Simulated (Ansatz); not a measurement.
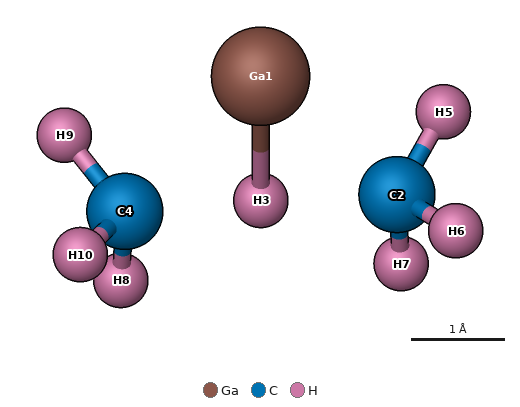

*The structure as given in the input (ball-and-stick view, seen at a tilt; atoms are numbered from 1 in the order of the input). Sticks mark near contacts.*

Bond lengths as drawn: C–H 1.09 to 1.10 Å and Ga–H 1.95 Å.

# Run report: C2H7Ga, geometry relaxation

- system: C2H7Ga
- method: RKS PBE0-D4/def2-SVP (Ansatz 0.2.0)

The input holds or restrains some coordinates. Forces given for the steps count only the free coordinates. Figures and captions count atoms from 1; the log counts them from 0 in places.

What the program printed:
```
Functional definition: PBE0
  name "PBE0"
  cite "Adamo & Barone, J. Chem. Phys. 110, 6158 (1999) doi:10.1063/1.478522"
  cite "Perdew, Burke & Ernzerhof, Phys. Rev. Lett. 77, 3865 (1996) doi:10.1103/PhysRevLett.77.3865"
  parent pbe
  parameter a = 0.25
  parameter kappa = 0.804
  parameter beta = 0.06672455060314922
  exchange = (1 - a)*pbe_x(kappa = kappa, mu = beta*pi^2/3) + a*exact_x
  correlation = pbe_c(beta = beta)
1047 factors; integrals over basis functions are off by at most 3.7e-4 eV
mean field evaluation 1: about -54537.0355 eV, gradient 5.9e1 eV
mean field evaluation 2: about -54518.6156 eV, gradient 8.9e1 eV
mean field evaluation 4: about -54545.8627 eV, gradient 2.9e0 eV
mean field evaluation 8: about -54545.8863 eV, gradient 2.7e-2 eV
mean field evaluation 16: about -54545.8863 eV, gradient 7.4e-5 eV
mean field -54545.88631593 eV, -2004.5243495808 hartree, gradient 7.4e-5 eV, S^2 0.000000; 0 other end points of the search recorded, 0 dependent functions left out
the calculation of the forces begins
reference -54545.88634186 eV, -2004.5243505338 hartree; 25, 25 occupied and 70, 70 virtual orbitals, 1047 factors
relax step   1: F+E_penalty+E_count = -54546.02598429 eV  Δ(F+E_penalty+E_count) = +0.000e0 eV  max|allowed force component| = 7.235e-1 eV/Å  Δτ_max = 0.0000 Å  (26 SCF iters, accepted)
  distance C 1 - H 2 held at 1.471875 Å   reaction = -1.5831e-1 eV/Å
  distance Ga 0 - C 1 held at 2.466562 Å   reaction = +7.6649e-1 eV/Å
  distance Ga 0 - H 2 held at 1.945125 Å   reaction = +2.0846e-1 eV/Å
these checks for a lower state are left out or cut short: starts, cluster_reference, orbital_swaps, neighbouring_geometries, increment
1047 factors; integrals over basis functions are off by at most 6.0e-4 eV
mean field -54545.98597292 eV, -2004.5280119077 hartree, gradient 2.5e-5 eV, S^2 0.000000; 0 other end points of the search recorded, 0 dependent functions left out
[... from here on the field's lines of each further geometry are left out, up to the last ...]
relax step   2: F+E_penalty+E_count = -54546.12155893 eV  Δ(F+E_penalty+E_count) = -9.557e-2 eV  max|allowed force component| = 3.051e-1 eV/Å  Δτ_max = 0.1938 Å  (27 SCF iters, accepted)
relax step   3: F+E_penalty+E_count = -54546.13695996 eV  Δ(F+E_penalty+E_count) = -1.540e-2 eV  max|allowed force component| = 1.497e-1 eV/Å  Δτ_max = 0.0781 Å  (24 SCF iters, accepted)
relax step   4: F+E_penalty+E_count = -54546.14246946 eV  Δ(F+E_penalty+E_count) = -5.510e-3 eV  max|allowed force component| = 1.611e-1 eV/Å  Δτ_max = 0.0268 Å  (26 SCF iters, accepted)
relax step   5: F+E_penalty+E_count = -54546.18183895 eV  Δ(F+E_penalty+E_count) = -3.937e-2 eV  max|allowed force component| = 3.199e-1 eV/Å  Δτ_max = 0.1937 Å  (29 SCF iters, accepted)
relax step   6: F+E_penalty+E_count = -54546.22530812 eV  Δ(F+E_penalty+E_count) = -4.347e-2 eV  max|allowed force component| = 4.017e-1 eV/Å  Δτ_max = 0.1908 Å  (29 SCF iters, accepted)
relax step   7: F+E_penalty+E_count = -54546.24445764 eV  Δ(F+E_penalty+E_count) = -1.915e-2 eV  max|allowed force component| = 4.420e-1 eV/Å  Δτ_max = 0.1958 Å  (29 SCF iters, accepted)
relax step   8: F+E_penalty+E_count = -54546.25922119 eV  Δ(F+E_penalty+E_count) = -1.476e-2 eV  max|allowed force component| = 1.452e-1 eV/Å  Δτ_max = 0.0477 Å  (27 SCF iters, accepted)
the calculation of the forces begins
reference -54546.13135678 eV, -2004.5333546660 hartree; 25, 25 occupied and 70, 70 virtual orbitals, 1047 factors
relax step   9: F+E_penalty+E_count = -54546.26135930 eV  Δ(F+E_penalty+E_count) = -2.138e-3 eV  max|allowed force component| = 1.089e-2 eV/Å  Δτ_max = 0.0166 Å  (26 SCF iters, accepted)
  distance C 1 - H 2 held at 1.471875 Å   reaction = +3.5565e0 eV/Å
  distance Ga 0 - C 1 held at 2.466562 Å   reaction = -8.4713e-1 eV/Å
  distance Ga 0 - H 2 held at 1.945125 Å   reaction = +1.0309e-1 eV/Å
```

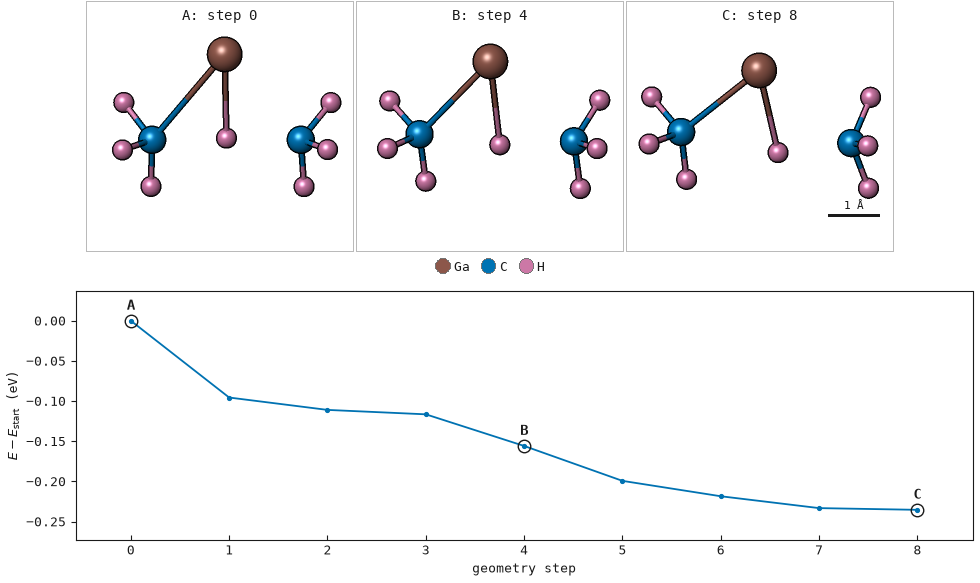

*Frames of the restrained relaxation (ball-and-stick view, seen at a tilt) above the curves, on which the letters mark them (the first geometry is step 0 here and step 1 in the log).*

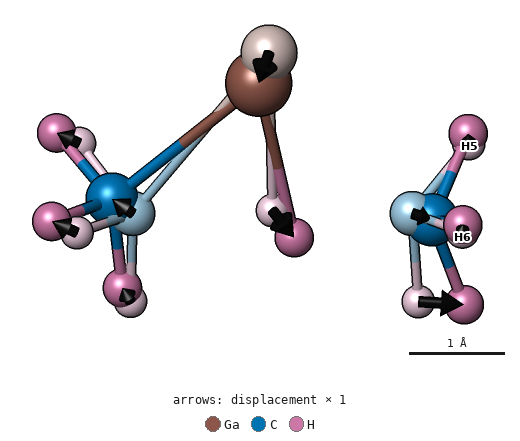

*Start (faint) and end (solid) with the displacements as black arrows, at true length (ball-and-stick view, seen at a tilt). The two geometries are laid on each other by the best rigid fit.*

The atom that moves furthest after the best rigid fit is H7 (0.49 Å). Largest moves by element: H 0.49 Å, Ga 0.38 Å, C 0.28 Å. Among the contacts that change: Ga1–C4 2.467 → 2.128 Å, C2–H7 1.092 → 1.101 Å, C4–H10 1.097 → 1.106 Å. Among the angles that change: H3–Ga1–C4 36.6° → 57.6°, Ga1–C4–H8 145.7° → 127.7°, Ga1–C4–H9 94.2° → 103.8°. Over 8 geometry steps the energy falls by 0.235 eV. Largest force component: 0.72 eV/Å at the start, 0.011 eV/Å at the end. (Atoms are counted from 1 in the order of the input.)

```
1047 factors; integrals over basis functions are off by at most 4.1e-4 eV
mean field -54546.13132982 eV, -2004.5333536750 hartree, gradient 3.9e-5 eV, S^2 0.000000; 1 other end points of the search recorded, 0 dependent functions left out
the calculation of the forces begins
reference -54546.13135678 eV, -2004.5333546660 hartree; 25, 25 occupied and 70, 70 virtual orbitals, 1047 factors
Total energy: -54546.26138627 eV, -2004.5381331614 hartree
Atom 0 at     0.322753     0.262716     1.449190 Å, force    -0.076149    -0.405072     0.643008 eV/Å
Atom 1 at     0.504560     1.448654    -0.705904 Å, force    -1.221780    -2.849878    -0.139288 eV/Å
Atom 2 at    -0.028366     0.099412    -0.456999 Å, force     1.308309     3.273518    -0.495453 eV/Å
Atom 3 at    -0.536881    -1.486056     0.594983 Å, force    -0.003025    -0.009893    -0.000443 eV/Å
Atom 4 at    -0.079943     2.243352    -0.224897 Å, force     0.004484    -0.003293     0.000104 eV/Å
Atom 5 at     1.572534     1.542773    -0.470800 Å, force    -0.005821     0.003138     0.001222 eV/Å
Atom 6 at     0.355271     1.479145    -1.796675 Å, force    -0.001031    -0.000358    -0.005828 eV/Å
Atom 7 at    -0.768804    -1.674846    -0.467083 Å, force    -0.002198    -0.002136    -0.002880 eV/Å
Atom 8 at    -1.480429    -1.617856     1.155857 Å, force    -0.003686    -0.001298    -0.000028 eV/Å
Atom 9 at     0.139206    -2.297195     0.922429 Å, force     0.000897    -0.004728    -0.000415 eV/Å
Dipole moment:    -0.016852     0.059920    -0.286697 e Å
```

Trajectory as extended XYZ (Å, eV, eV/Å), 9 frames, from step=1 to step=9:
```
10
Properties=species:S:1:pos:R:3:forces:R:3 step=1 energy=-54546.02598
Ga    0.4344    0.4496    1.7602   -0.2557  -0.2601  -1.0230
C     0.4591    1.2857   -0.5602    0.1481   0.0799   0.8077
H    -0.0232   -0.0164   -0.0720   -0.0145  -0.0107  -0.0471
C    -0.5133   -1.3385    0.3501    0.2376   0.3087   0.7235
H    -0.0744    2.2130   -0.3173   -0.1059   0.2479   0.0536
H     1.5304    1.5217   -0.5512    0.2615   0.0916  -0.0001
H     0.2121    1.0655   -1.6008   -0.2270  -0.4377  -0.2724
H    -0.7959   -1.6343   -0.6624    0.0212   0.2445  -0.5051
H    -1.4221   -1.4437    0.9554   -0.2173  -0.0557   0.1601
H     0.1928   -2.1025    0.6983    0.1520  -0.2083   0.1029
10
Properties=species:S:1:pos:R:3:forces:R:3 step=2 energy=-54546.12156
Ga    0.4075    0.3862    1.7603   -0.1716  -0.1019  -0.9328
C     0.4705    1.3014   -0.5293   -0.1592  -0.3511  -0.0293
H    -0.0244   -0.0144   -0.0934    0.3181   0.5255   0.6452
C    -0.4963   -1.3196    0.4041   -0.0490  -0.0587  -0.1245
H    -0.0759    2.2497   -0.3672   -0.0356  -0.1854   0.0522
H     1.5452    1.5535   -0.6027   -0.0946  -0.1587   0.0597
H     0.1605    0.9196   -1.5304    0.1105   0.1925   0.1806
H    -0.7243   -1.4551   -0.6802    0.0351  -0.0374   0.3051
H    -1.4468   -1.4771    0.9484    0.0677   0.0690  -0.0855
H     0.1838   -2.1441    0.6905   -0.0216   0.1062  -0.0707
10
Properties=species:S:1:pos:R:3:forces:R:3 step=3 energy=-54546.13696
Ga    0.4040    0.3793    1.7401   -0.1836  -0.1214  -0.9358
C     0.4645    1.2947   -0.5495   -0.1357  -0.3765   0.1732
H    -0.0292   -0.0215   -0.1133    0.3605   0.6953   0.4968
C    -0.4962   -1.3181    0.4035   -0.0267  -0.1044   0.1127
H    -0.0830    2.2298   -0.3340   -0.0028  -0.0898  -0.0083
H     1.5431    1.5326   -0.5719   -0.0609  -0.0606  -0.0005
H     0.1792    0.9803   -1.5759    0.0432   0.0483   0.1497
H    -0.7357   -1.4919   -0.6650    0.0228   0.0211   0.0806
H    -1.4391   -1.4582    0.9610    0.0052  -0.0107  -0.0365
H     0.1926   -2.1270    0.7052   -0.0218  -0.0012  -0.0319
10
Properties=species:S:1:pos:R:3:forces:R:3 step=4 energy=-54546.14247
Ga    0.4008    0.3722    1.7273   -0.1847  -0.1381  -0.8882
C     0.4647    1.2983   -0.5579   -0.1969  -0.5499   0.2468
H    -0.0303   -0.0197   -0.1286    0.4385   0.8908   0.4641
C    -0.4958   -1.3206    0.4137   -0.0222  -0.1123   0.1611
H    -0.0860    2.2257   -0.3258   -0.0022  -0.0468  -0.0046
H     1.5436    1.5286   -0.5654   -0.0306  -0.0311  -0.0002
H     0.1867    1.0029   -1.5883    0.0162   0.0196   0.0528
H    -0.7334   -1.4940   -0.6524    0.0038   0.0137  -0.0182
H    -1.4411   -1.4614    0.9656   -0.0104  -0.0222  -0.0069
H     0.1907   -2.1317    0.7119   -0.0115  -0.0237  -0.0067
10
Properties=species:S:1:pos:R:3:forces:R:3 step=5 energy=-54546.18184
Ga    0.3806    0.3305    1.6374   -0.1592  -0.2390  -0.3875
C     0.4703    1.3318   -0.6150   -0.6572  -1.5725   0.2144
H    -0.0344    0.0026   -0.2344    0.9043   2.1186   0.0627
C    -0.4986   -1.3531    0.4883   -0.0471  -0.1897   0.2258
H    -0.1006    2.2124   -0.2735    0.0917  -0.0621  -0.0477
H     1.5533    1.5161   -0.5208   -0.0841   0.0291  -0.0043
H     0.2413    1.1633   -1.6821    0.0124   0.0426   0.0053
H    -0.7266   -1.5205   -0.5727   -0.0394   0.0242  -0.3199
H    -1.4589   -1.5013    1.0084   -0.0327  -0.0632   0.1283
H     0.1734   -2.1817    0.7644    0.0113  -0.0879   0.1229
10
Properties=species:S:1:pos:R:3:forces:R:3 step=6 energy=-54546.22531
Ga    0.3576    0.2970    1.5478   -0.1175  -0.3074   0.1106
C     0.4832    1.3821   -0.6637   -0.9512  -2.2138   0.1622
H    -0.0386    0.0445   -0.3397    1.1528   2.7805  -0.3137
C    -0.5131   -1.4063    0.5419   -0.0430  -0.1452   0.1110
H    -0.0881    2.2227   -0.2370    0.0603  -0.0677  -0.0612
H     1.5616    1.5236   -0.4894   -0.0772  -0.0055  -0.0160
H     0.2985    1.3328   -1.7485   -0.0078   0.0093  -0.0211
H    -0.7483   -1.6161   -0.5078   -0.0064   0.1318  -0.4017
H    -1.4715   -1.5511    1.0643   -0.0613  -0.0605   0.2229
H     0.1584   -2.2291    0.8322    0.0514  -0.1213   0.2070
10
Properties=species:S:1:pos:R:3:forces:R:3 step=7 energy=-54546.24446
Ga    0.3295    0.2538    1.4448   -0.0458  -0.3170   0.6452
C     0.5006    1.4468   -0.7072   -1.1572  -2.9067  -0.0331
H    -0.0368    0.0992   -0.4592    1.3047   3.2598  -0.5417
C    -0.5343   -1.4759    0.5934   -0.1712  -0.4420  -0.3260
H    -0.0540    2.2443   -0.2181   -0.2953   0.2145   0.1680
H     1.5595    1.5515   -0.4690    0.2908  -0.0827   0.0298
H     0.3599    1.5141   -1.7898   -0.0700  -0.0793  -0.2620
H    -0.7775   -1.7272   -0.4630    0.1136   0.2316   0.1747
H    -1.4864   -1.6145    1.1424    0.0814   0.0347   0.0735
H     0.1396   -2.2920    0.9259   -0.0510   0.0871   0.0715
10
Properties=species:S:1:pos:R:3:forces:R:3 step=8 energy=-54546.25922
Ga    0.3154    0.2617    1.4430   -0.0851  -0.4472   0.6522
C     0.5104    1.4592   -0.7045   -1.3012  -2.8955  -0.2029
H    -0.0298    0.1111   -0.4653    1.3440   3.2582  -0.4257
C    -0.5409   -1.5003    0.5976    0.0474   0.1452   0.0501
H    -0.0708    2.2572   -0.2253   -0.0078  -0.0162  -0.0051
H     1.5792    1.5523   -0.4759    0.0047  -0.0258   0.0028
H     0.3495    1.4721   -1.7941    0.0320   0.0671  -0.0100
H    -0.7670   -1.6807   -0.4651   -0.0259  -0.0434  -0.0406
H    -1.4835   -1.6263    1.1601   -0.0200  -0.0157  -0.0134
H     0.1374   -2.3062    0.9297    0.0120  -0.0268  -0.0076
10
Properties=species:S:1:pos:R:3:forces:R:3 step=9 energy=-54546.26136
Ga    0.3228    0.2627    1.4492   -0.0761  -0.4051   0.6430
C     0.5046    1.4487   -0.7059   -1.2218  -2.8499  -0.1393
H    -0.0284    0.0994   -0.4570    1.3083   3.2735  -0.4955
C    -0.5369   -1.4861    0.5950   -0.0030  -0.0099  -0.0004
H    -0.0799    2.2434   -0.2249    0.0045  -0.0033   0.0001
H     1.5725    1.5428   -0.4708   -0.0058   0.0031   0.0012
H     0.3553    1.4791   -1.7967   -0.0010  -0.0004  -0.0058
H    -0.7688   -1.6748   -0.4671   -0.0022  -0.0021  -0.0029
H    -1.4804   -1.6179    1.1559   -0.0037  -0.0013   0.0000
H     0.1392   -2.2972    0.9224    0.0009  -0.0047  -0.0004
```

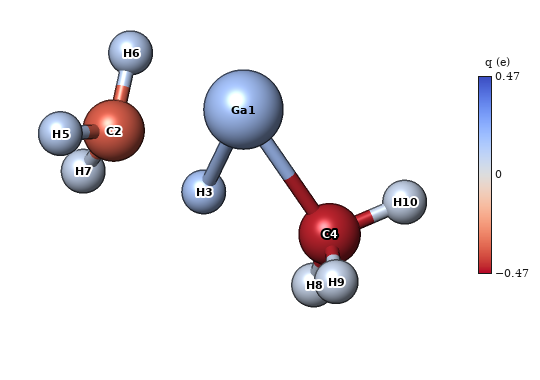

*Mulliken charges, as the colour of each atom (ball-and-stick view, seen at a tilt; atoms are numbered from 1 in the order of the input).*

By element: Ga +0.17, C −0.44 to −0.35 and H +0.06 to +0.15 e.

The run was set up as follows.

Input:
```yaml
crystal:
  periodic: [false, false, false]
  atoms:
    - {symbol: Ga, position_ang: [0.434400, 0.449600, 1.760200]}
    - {symbol: C, position_ang: [0.459100, 1.285700, -0.560200]}
    - {symbol: H, position_ang: [-0.023200, -0.016400, -0.072000]}
    - {symbol: C, position_ang: [-0.513300, -1.338500, 0.350100]}
    - {symbol: H, position_ang: [-0.074400, 2.213000, -0.317300]}
    - {symbol: H, position_ang: [1.530400, 1.521700, -0.551200]}
    - {symbol: H, position_ang: [0.212100, 1.065500, -1.600800]}
    - {symbol: H, position_ang: [-0.795900, -1.634300, -0.662400]}
    - {symbol: H, position_ang: [-1.422100, -1.443700, 0.955400]}
    - {symbol: H, position_ang: [0.192800, -2.102500, 0.698300]}
basis:
  gaussian: {orbitals: def2-SVP}
hamiltonian: {xc: pbe0, dispersion: d4}
relax: {f_tol: 0.04, max_steps: 150, escape_saddle: false, constraints: [{distance: [1, 2]}, {distance: [0, 1]}, {distance: [0, 2]}]}
```

Launch command:
```bash
ansatz run in.yaml --threads 4 --pin off --events-out ev --progress --plain --max-ram 9574MiB
```

Results in brief:

| quantity | value |
| --- | --- |
| outcome | converged under the restraints of the input |
| total energy | −54546.2614 eV |
| mean-field energy | −54546.1314 eV |
| dispersion energy | −0.1300 eV |
| SCF solution under orbital rotations | stable |
| largest force (length of the vector) at the end, held atoms and coordinates included | 3.560 eV/Å |
| dipole moment | 1.41 D |
| hardware | 4 threads of Arm Neoverse N1, 23 GiB of memory available, shared host |
| wall time | 20 s (CPU time 69 s) |
| peak memory | 0.2 GiB |
